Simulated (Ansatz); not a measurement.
**F2HSi2 (SMILES F[SiH-](F)=[Si]) (charge −1, triplet): density, localisation and related maps**

Input file:

```
crystal:
  periodic: [false, false, false]
  atoms:
    - symbol: F
      position_ang: [1.430326, -0.498734, -0.191261]
    - symbol: F
      position_ang: [0.010063, -1.746233, -1.916334]
    - symbol: Si
      position_ang: [-0.134367, -1.088356, -0.374911]
    - symbol: Si
      position_ang: [-1.869459, 0.408798, -0.029064]
    - symbol: H
      position_ang: [-0.040572, -2.351188, 0.461092]
basis:
  gaussian:
    orbitals: def2-TZVPD
total_charge: -1
magnetization:
  spin_polarized: true
  initial_magnetization: 2
hamiltonian:
  xc: pbe0
output:
  forces: true
  orbitals: {seedname: orbitals}
```

Command:

```sh
ansatz run input.yaml --threads 1 --pin off --max-ram 2610MiB --events-out events.jsonl --progress --plain --runs-dir runs
```

Geometry: r2SCAN-D4/def2-SVPD.

Theory: isolated molecule in a Gaussian basis; Kohn-Sham density functional theory, functional PBE0 in Ansatz.

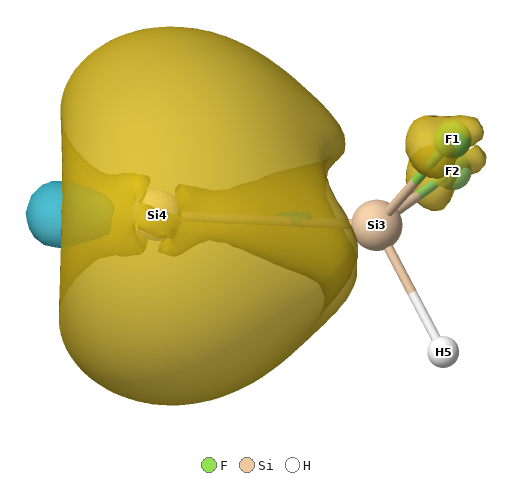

Figure 1. Isosurfaces of the spin density (α minus β) at +0.02 (yellow) and −0.02 e/Å³ (cyan), seen from one side.

Where is the unpaired spin?

Answer. The unpaired spin (2 electrons) lies mostly on Si4 (about 1.6) and Si3 (about 0.3), in electrons by Hirshfeld's partition.

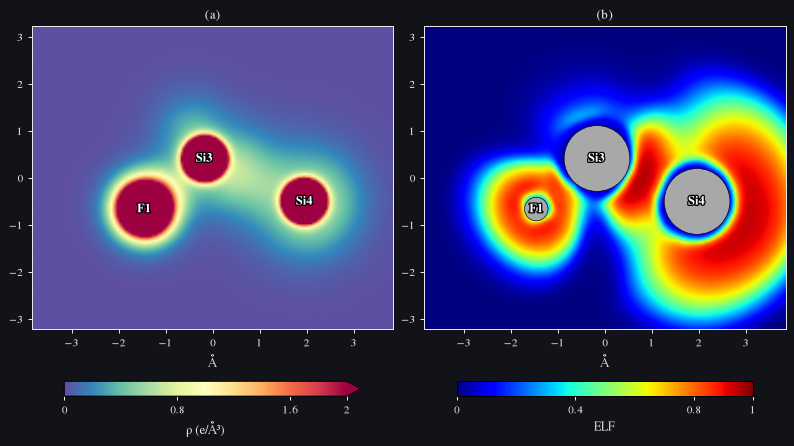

Figure 2. (a) electron density; (b) ELF on the plane of atoms F1, Si3 and Si4. Grey discs cover the atomic cores in the ELF map.

Describe what can be read from this map.

Answer.
- The plane passes through F and Si nuclei.
- Si–F (1.68 Å): ρ at the midpoint is about 0.95 e/Å³; the ELF peaks at about 0.85 in the valence shell of F, 0.6 Å from its nucleus, and is about 0.50 at the midpoint.
- Si–Si (2.32 Å): the density is about 0.62 e/Å³ at the midpoint; the ELF peaks at about 0.95 between the atoms (a shared electron pair).
- The ELF also peaks beside F1 and Si4, away from the bonds: non-bonding electrons, paired or unpaired.

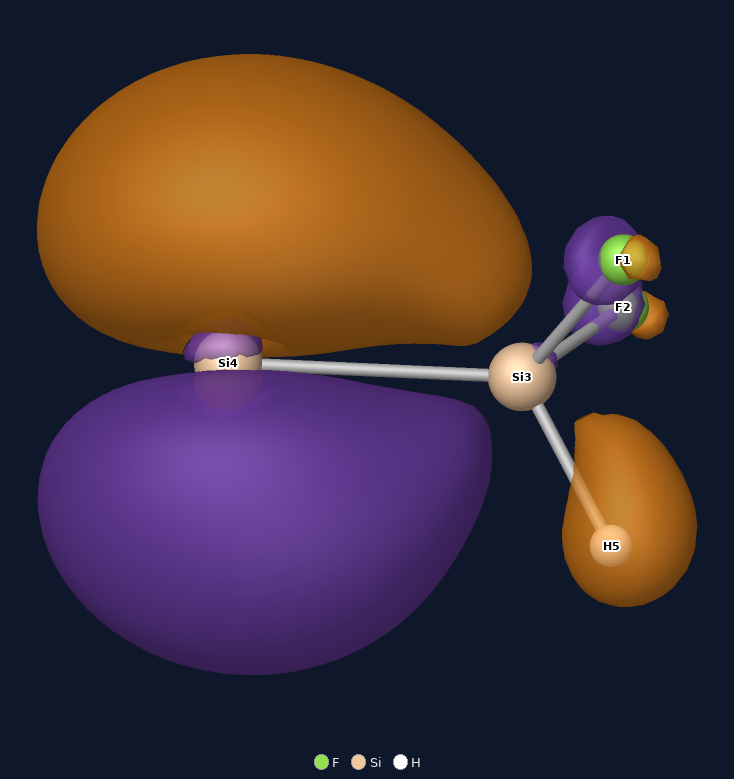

Figure 3. The HOMO (α) at ±0.08 Å⁻³ᐟ² (orange and purple are the two phases), seen from one side.

Where does this orbital lie, and at what energy?

Answer. It lies mainly on Si4 (about 80 %) and Si3 (about 15 %). Its energy is −0.62 eV.
